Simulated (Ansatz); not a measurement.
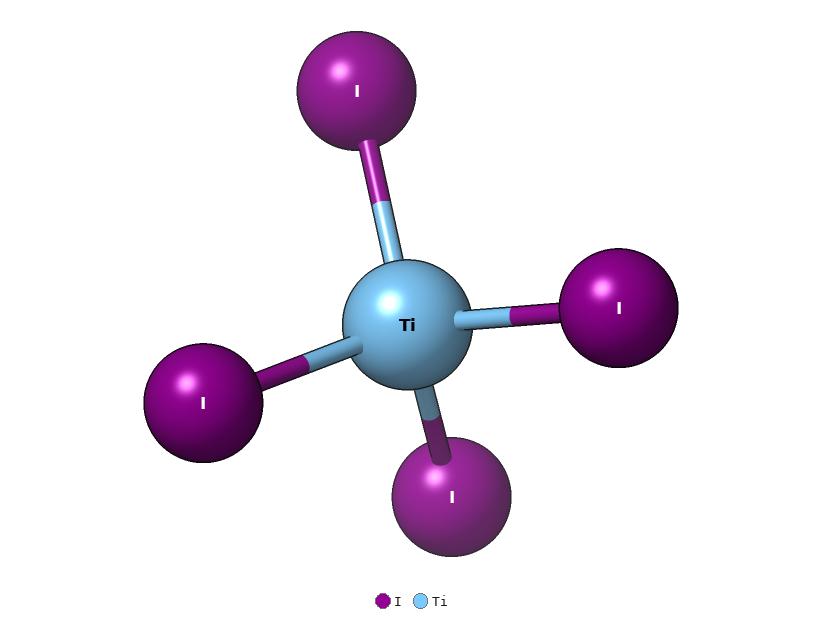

State: charge +1, doublet. Geometry: the geometry of the neutral molecule. Other spin states may lie lower. Level of theory: UKS B2PLYP (frozen core)/def2-TZVPP, core potentials on I (Ansatz 0.2.0).

> Give the ⟨S²⟩ of the determinant at this level.

0.848.
